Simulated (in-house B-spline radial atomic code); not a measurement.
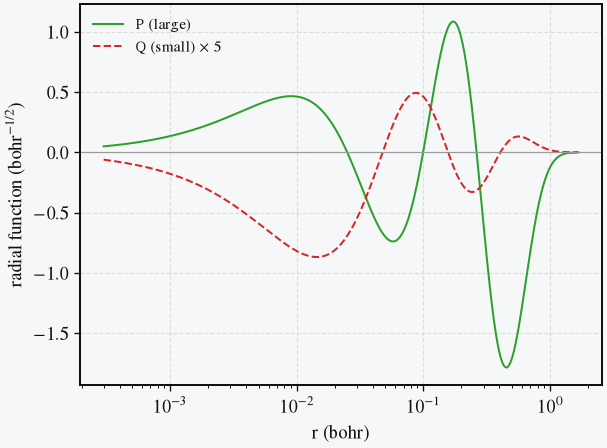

Ho³⁴⁺ (Z = 67, 33 electrons) in the configuration [Ar] 3d10 4s2 4p3 (open shells shared over both j by 2j + 1). Computed with an in-house B-spline radial code: Dirac-Hartree-Fock, average of configuration, Fermi nucleus, basis-set limit.

The plot shows the large and small radial components of one occupied spinor.

Which spinor (n, l, j) is it?

Answer. It is 4s1/2. The spinor has κ = −1: the large component has l = 0 and 3 radial nodes (r = 0.0251, 0.0998 and 0.264 bohr), the small one has l = 1. The small component carries 0.19 % of the norm; ⟨r⟩ = 0.463 bohr and the eigenvalue is −1584 eV. The nodes of P give n − l − 1 and its extent picks the shell; Q has as many nodes as P for κ < 0 and one more for κ > 0.
